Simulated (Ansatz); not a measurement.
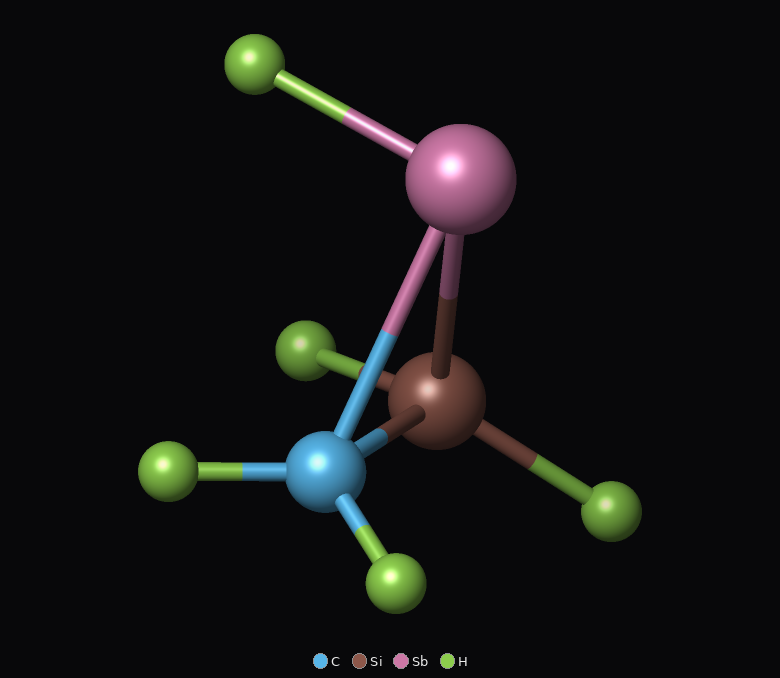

Ball-and-stick drawing of a structure. Every bond is drawn as one stick, whatever its order.

Description:

The molecule is CH₅SbSi. As SMILES it reads `[CH2]1[SiH2][SbH]1`. Among its groups: Si–H bond. The point group is C1. Coordination, clear cases only: 1 Sb trigonal pyramidal.

The parts below concern this one geometry. Atoms keep their numbers from picture to picture. The geometry was computed by an optimisation with PBE0-D4/def2-TZVP.

## Charges

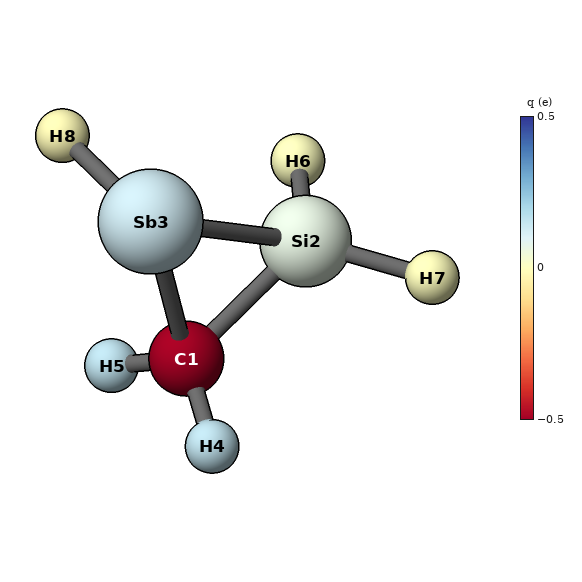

Atoms are coloured by their Mulliken charges. Properties computed with RKS PBE0-D4/def2-TZVP, core potentials on Sb (Ansatz 0.2.0).

Give the Mulliken charges atom by atom.

```csv
atom,value (e)
C1,−0.49
Si2,0.07
Sb3,0.13
H4,0.15
H5,0.16
H6,0.00
H7,0.00
H8,−0.01
```

## Electronic properties

Level of theory: RKS ωB97M-V/def2-TZVPP, core potentials on Sb (Ansatz 0.2.0).

> Give the HOMO energy (Kohn–Sham orbital) at this level.

−8.47 eV.

> Give the LUMO energy (Kohn–Sham orbital) at this level.

0.88 eV.

> What is the dipole moment?

0.61 D.

## Vibrations

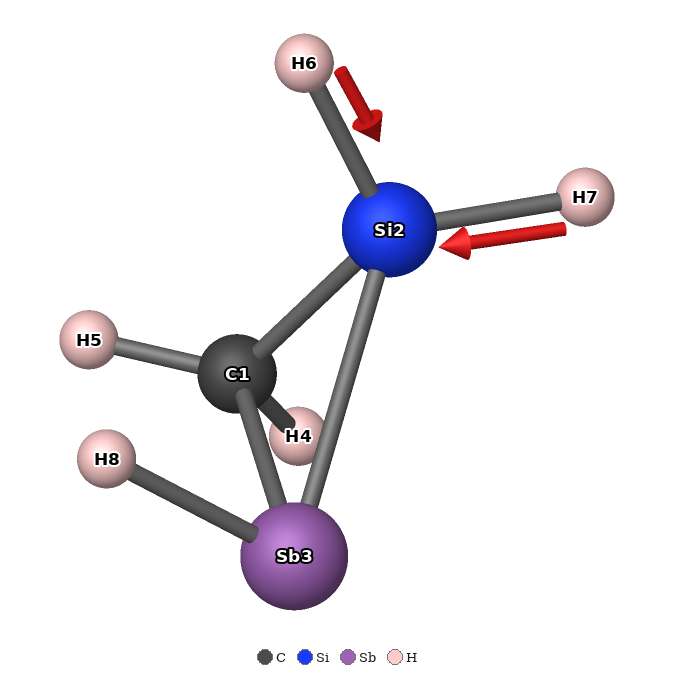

The arrows show one normal mode. Harmonic vibrations computed with RKS PBE0-D4/def2-TZVP, core potentials on Sb (Ansatz 0.2.0) at a stationary point of the same level.

> Describe the motion.

Mostly in-phase stretching of 2 Si–H bonds.

> At what wavenumber does it lie?

2242 cm⁻¹; it is mode 15 of 18 counted from the lowest.

## Thermal motion

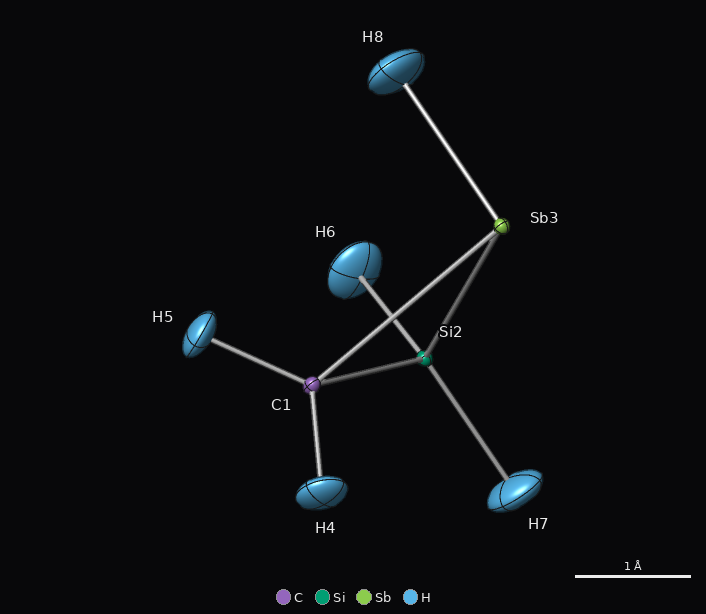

Displacement ellipsoids at the 50 % level, from the internal vibrations of the free molecule (harmonic, no overall translation or rotation; no half-axis is drawn under 0.075 Å). Vibrations computed with RKS PBE0-D4/def2-TZVP, core potentials on Sb (Ansatz 0.2.0). Temperature: 298 K.

> Which atom has the largest mean-square displacement?

H8, with U_eq = 0.0300 Å².

> Does H8 move more along its bond or across it?

Across it: the root-mean-square amplitude is 0.092 Å along the bond and up to 0.223 Å across, since bending and torsion are softer than stretching.

Give the displacement parameters, one line for each set of equivalent atoms.

```json
{"atom": "C1", "U_eq (Å²)": "0.0019", "rms amplitudes (Å)": "0.023, 0.040, 0.060"}
{"atom": "Si2", "U_eq (Å²)": "0.00082", "rms amplitudes (Å)": "0.013, 0.019, 0.044"}
{"atom": "Sb3", "U_eq (Å²)": "0.00006", "rms amplitudes (Å)": "0.002, 0.005, 0.013"}
{"atom": "H4", "U_eq (Å²)": "0.0169", "rms amplitudes (Å)": "0.075, 0.146, 0.154"}
{"atom": "H5", "U_eq (Å²)": "0.0168", "rms amplitudes (Å)": "0.075, 0.146, 0.153"}
{"atom": "H6", "U_eq (Å²)": "0.0240", "rms amplitudes (Å)": "0.087, 0.164, 0.193"}
{"atom": "H7", "U_eq (Å²)": "0.0240", "rms amplitudes (Å)": "0.087, 0.163, 0.195"}
{"atom": "H8", "U_eq (Å²)": "0.0300", "rms amplitudes (Å)": "0.092, 0.178, 0.223"}
```

Mulliken values depend strongly on the basis set and can even reverse the polarity of a bond.
